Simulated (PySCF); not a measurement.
```xyz
2

Si    0.0000    0.0000   -0.5244
N     0.0000    0.0000    1.0476
```

All numbers below come from PySCF 2.14.0, PBE0/cc-pVDZ(-PP), non-relativistic Hamiltonian with scalar-relativistic core potentials where named, at a bond length of 1.572 Å.

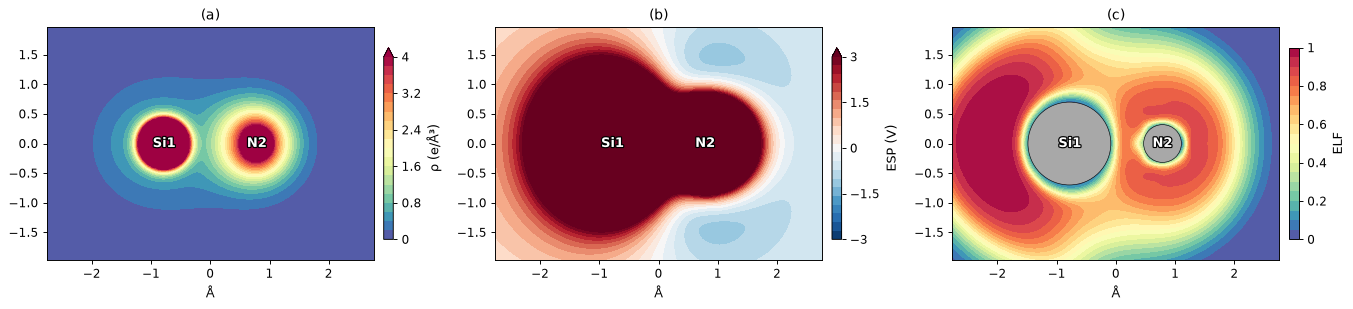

SiN (doublet). (a) total electron density; (b) electrostatic potential; (c) ELF on a plane that holds the molecular axis. Grey discs cover the atomic cores in the ELF map.

Interpret the plot.

- The plane passes through Si and N nuclei.
- Si–N (1.57 Å): ρ is about 1.1 e/Å³ halfway; the ELF peaks at about 0.80 in the valence shell of N, 0.6 Å from its nucleus, and is about 0.45 at the midpoint.
- The ELF also peaks beside N2 and Si1, away from the bonds: non-bonding electrons, paired or unpaired.
- Outside the dense part of the molecule the potential is most negative (−1.1 V) near N2.
